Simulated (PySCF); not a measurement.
**C$_{7}$H$_{7}$O (SMILES C#C/C=C(\[C]=C)OC) (doublet): density, localisation and related maps**

```yaml
atoms:
  - { symbol: C, position_ang: [3.3303, -0.9271, -0.2958] }
  - { symbol: C, position_ang: [2.1724, -0.9442, -0.6476] }
  - { symbol: C, position_ang: [0.8609, -0.9786, -1.0679] }
  - { symbol: C, position_ang: [-0.1789, -0.2890, -0.4138] }
  - { symbol: C, position_ang: [0.0300, 0.4587, 0.6788] }
  - { symbol: C, position_ang: [0.2602, 1.1708, 1.7296] }
  - { symbol: O, position_ang: [-1.4223, -0.4411, -0.9803] }
  - { symbol: C, position_ang: [-2.4714, 0.2347, -0.3392] }
  - { symbol: H, position_ang: [4.3339, -0.9146, 0.0067] }
  - { symbol: H, position_ang: [0.6047, -1.5589, -1.9404] }
  - { symbol: H, position_ang: [0.2191, 0.7585, 2.7301] }
  - { symbol: H, position_ang: [0.5220, 2.2201, 1.6735] }
  - { symbol: H, position_ang: [-3.3726, 0.0062, -0.9051] }
  - { symbol: H, position_ang: [-2.5896, -0.1050, 0.6958] }
  - { symbol: H, position_ang: [-2.3031, 1.3175, -0.3347] }
```

Geometry: GFN2-xTB.

Method: PySCF, UKS B3LYP, pcH-1 on C H O, non-relativistic, mean-field spin-orbit, GIAO.

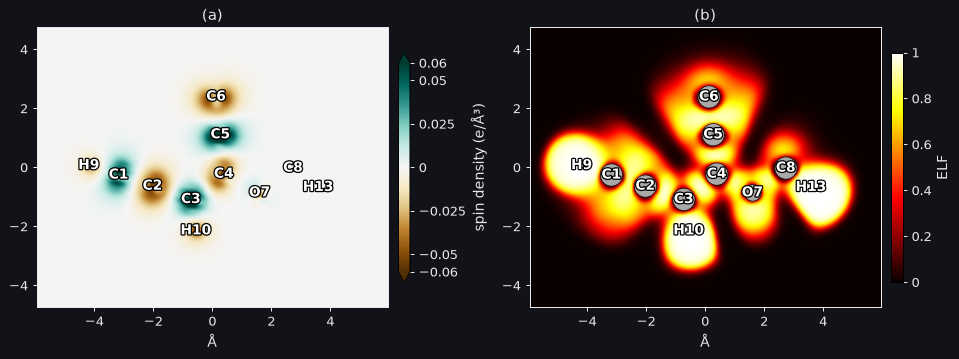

Figure 1. (a) spin density; (b) ELF on the plane of atoms C2, C3 and H10. Grey discs cover the atomic cores in the ELF map.

Q: Interpret the plot.

A: The plane passes through C, O and H nuclei.
C–C (1.21 Å): the ELF peaks at about 0.85 between the atoms (a multiple bond).
C–O (1.37 Å): the ELF peaks at about 0.90 between the atoms (a shared but strongly polarised pair).
C–H (1.05 Å): the ELF climbs to about 1 towards the hydrogen, as it does in any bond to H; an ordinary covalent bond to hydrogen.
C–C (1.29 Å): the ELF peaks at about 0.90 between the atoms: a short, multiple covalent bond.
C–C (1.34 Å): the ELF peaks at about 0.95 between the atoms (a short, multiple covalent bond).
The ELF also peaks beside O7, away from the bonds: non-bonding electrons, paired or unpaired.
The unpaired spin (1 electron) lies mostly on C3 (about 0.4), C5 (about 0.3) and C1 (about 0.3), in electrons by Hirshfeld's partition.

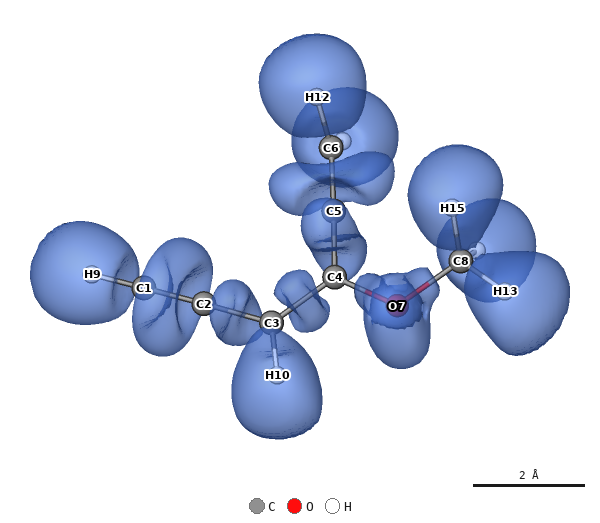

Figure 2. Isosurface of the ELF at 0.75 (blue), seen at an oblique angle. Only the valence region is drawn (cores and ρ < 0.01 e/Å³ removed).

Q: What do the ELF domains correspond to?

A: At this value the surface marks out five regions between bonded C–C atoms (shared pairs), seven regions around hydrogen nuclei and one region on O in which the atom's valence shell and bonds are merged.

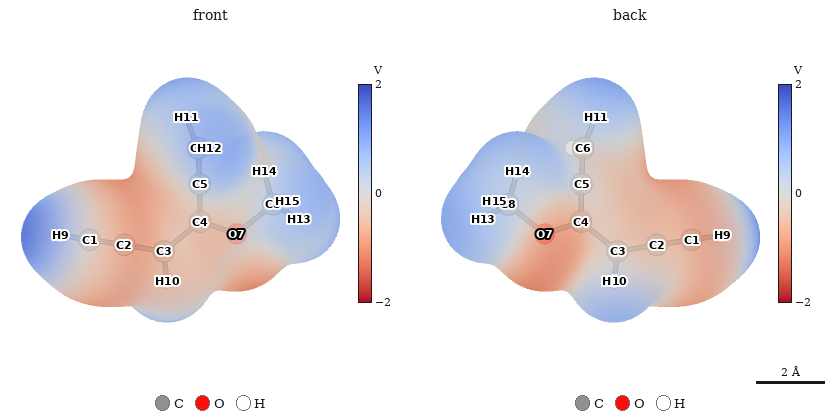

Figure 3. The electrostatic potential painted on the density surface at 0.002 e/bohr³, seen from the front and from behind; red is negative and blue positive.

Q: Which sites attract a positive test charge, and which a negative one?

A: A positive charge is drawn to the negative regions and a negative charge to the positive ones. The most negative region (about −1.1 V) lies over O7, the most positive (about +1.5 V) over H9. O7 is the likeliest acceptor of a hydrogen bond.
